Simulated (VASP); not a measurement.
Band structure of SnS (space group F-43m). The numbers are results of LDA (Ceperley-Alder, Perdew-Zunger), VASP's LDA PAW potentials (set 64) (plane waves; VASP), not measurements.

Unless said otherwise, spin-orbit coupling is left out, though it shifts the bands of the heavy elements here.

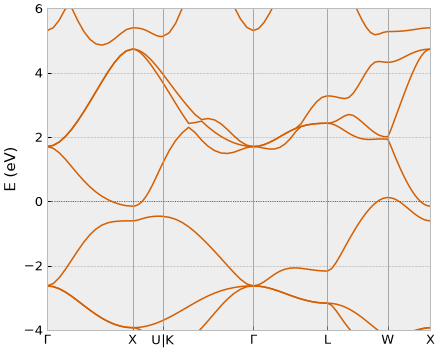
Fig. 1. Bands along high-symmetry lines, zero at the valence-band maximum or, without a gap, the Fermi level

**Question.** Read the plot: is there a gap, and where are the band edges?

**Answer.** It has no gap at this level: it comes out as a metal or semimetal. (Edges off the drawn lines would not show.)

The structure comes from a computed database's SnS entry (F-43m); how it stands against other phases isn't given here. It was relaxed first, which changed the volume by -8 %.
